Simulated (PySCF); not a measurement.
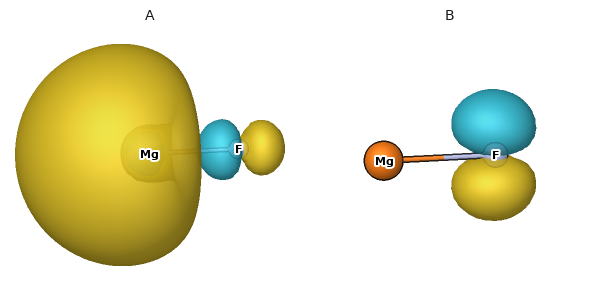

The picture shows: MgF (doublet). Two frontier α-spin orbitals, each drawn at the value that holds 80 % of its norm (yellow and cyan are the two phases), in no order; of a degenerate pair one member is drawn.

Computed with PySCF, PBE0/def2-TZVP, non-relativistic Hamiltonian with scalar-relativistic core potentials where named, at a bond length of 1.767 Å.

**Name the orbitals and rank them from lowest to highest energy.**

Orbital B: π, occupied in this spin, −9.52 eV; mainly on F (90 %).
Orbital A: σ, occupied in this spin, −5.77 eV; almost wholly on Mg.
